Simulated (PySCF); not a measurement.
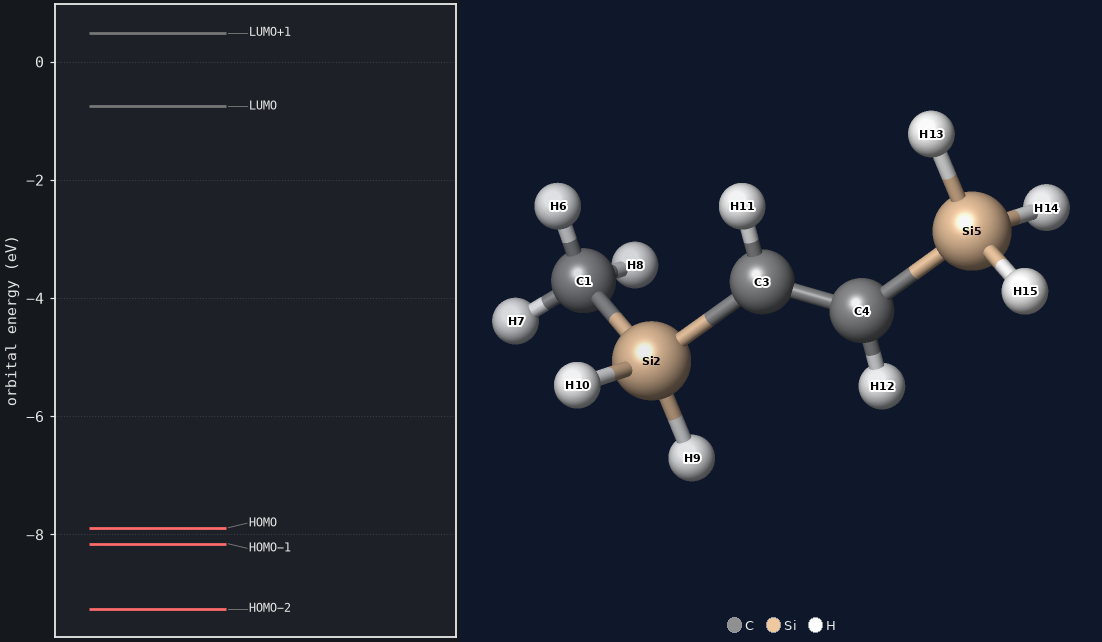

C₃H₁₀Si₂, SMILES C[SiH2]/C=C/[SiH3]. Kohn-Sham orbital energies near the frontier, PBE0/def2-SVPD in PySCF, at a GFN2-xTB geometry (no frequency check), isolated molecule; empty levels in grey, levels within 0.03 eV side by side.

### Where do the frontier orbitals lie?

HOMO at −7.89 eV, LUMO at −0.76 eV, 7.13 eV apart.

### List the levels with the atoms that carry most of them (a dash for levels above zero or within 0.03 eV of another, where shares mean little).

```
orbital  energy (eV)               Löwdin shares
 LUMO+1         0.49                           –
   LUMO        −0.76   C4 32 %, C3 32 %, Si5 8 %
   HOMO        −7.89   C4 32 %, C3 32 %, Si5 7 %
 HOMO−1        −8.16  C3 24 %, C4 22 %, Si2 14 %
 HOMO−2        −9.26  Si2 29 %, C1 28 %, H9 20 %
```

Caveats: the tight-binding geometry is rougher than a DFT one and adds to the error; one conformer of a flexible molecule; empty levels above zero depend strongly on the basis.
